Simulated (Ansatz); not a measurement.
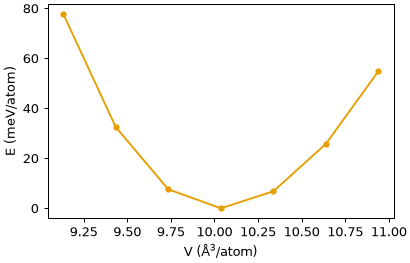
Figure. Ni (fcc (Cu type), Fm-3m) under volume change, LDA in the plane-wave PAW code Ansatz, scaled uniformly.

What does a third-order Birch–Murnaghan fit give for V₀, B₀ and B′?

V₀ = 10.04 Å³/atom, B₀ = 255 GPa, B′ = 4.8.

Symmetry was held in the LDA relaxation. Magnetic state: ferromagnetic, chosen from 3 collinear starts compared on coarse meshes (ties went to the first, and starts can fall back to one state), not a proven ground state. Textbook magnetic order: ferromagnetic.

Potentials: the later of the program's two PAW sets.
